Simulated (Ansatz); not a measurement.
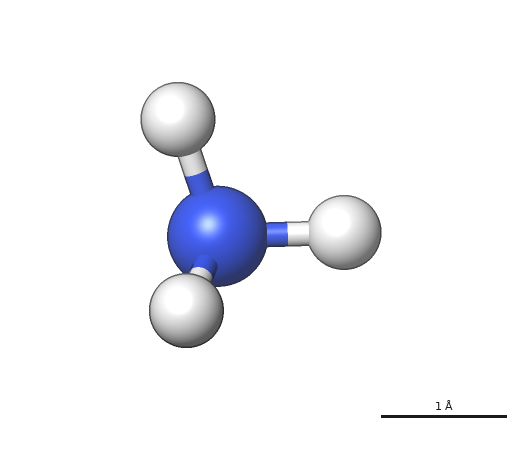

A ball-and-stick model of a molecule. Colours: nitrogen blue, hydrogen white.

Computed geometry: PBE0-D4/def2-TZVP optimisation.

**What is the molecular formula?**

NH3, 4 atoms: 1 nitrogen and 3 hydrogen.

**How many bonds of each kind are drawn?**

3 N–H. Sticks follow a distance rule.

**How many atoms are distinct by symmetry?**

2: 1 N, 3 H.

**What is the point group of this geometry?**

C3v.

More results for the same structure follow; atom numbers are the same in all pictures, views and colours differ.

### Shape

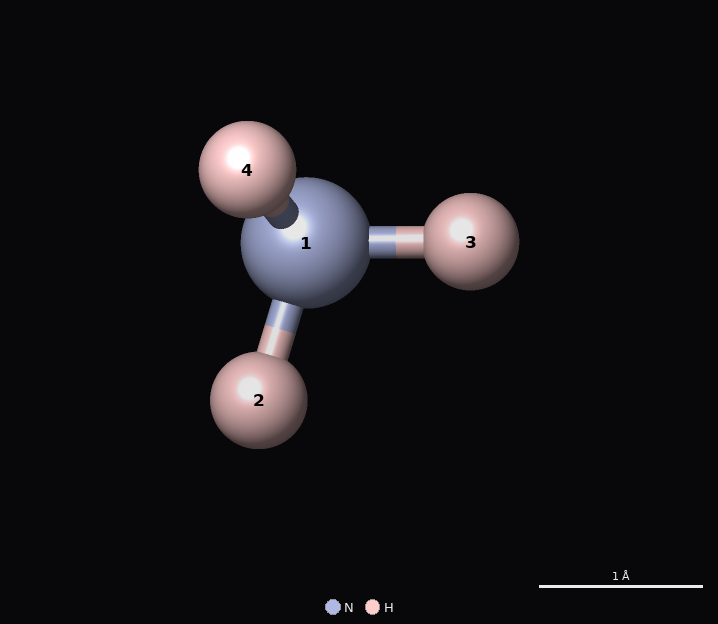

Atoms carry their numbers in the input.

Which atoms are bonded, and how long are the bonds?

```json
{"bond": "N1–H2", "length (Å)": "1.013"}
{"bond": "N1–H3", "length (Å)": "1.013"}
{"bond": "N1–H4", "length (Å)": "1.013"}
```

### Electronic properties

Level of theory: RKS PBE0-D4/def2-TZVPP (Ansatz 0.2.0).

Predict the main results.

- HOMO energy (Kohn–Sham orbital): −7.58 eV
- LUMO energy (Kohn–Sham orbital): 1.03 eV
- HOMO–LUMO gap: 8.62 eV

### Vibrations

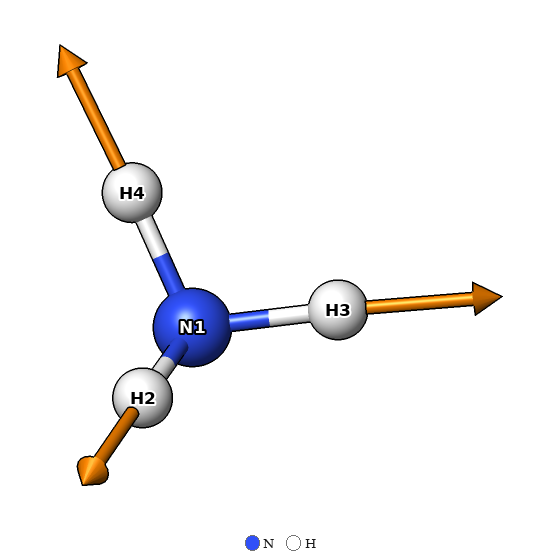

The arrows show one normal mode. Harmonic vibrations computed with RKS PBE0-D4/def2-TZVP (Ansatz 0.2.0) at a stationary point of the same level.

**Describe the motion.**

Mostly in-phase stretching of 3 N–H bonds.

**At what wavenumber does it lie?**

3502 cm⁻¹; it is mode 4 of 6 counted from the lowest.

### Charges

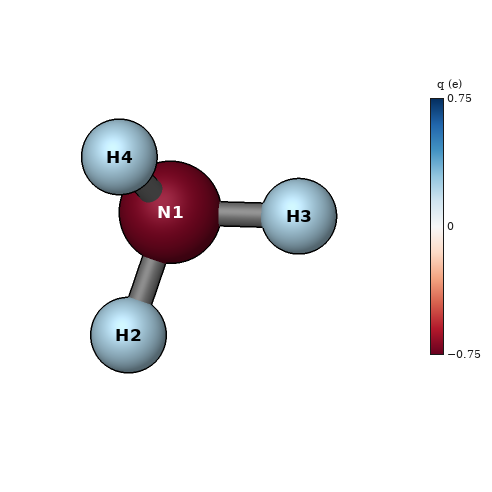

Atoms are coloured by their Mulliken charges. Level of theory: RKS PBE0-D4/def2-TZVP (Ansatz 0.2.0).

Give the Mulliken charges atom by atom.

| atom | value (e) |
| --- | --- |
| N1 | −0.70 |
| H2 | 0.23 |
| H3 | 0.23 |
| H4 | 0.23 |

Mulliken values depend strongly on the basis set and can even reverse the polarity of a bond.
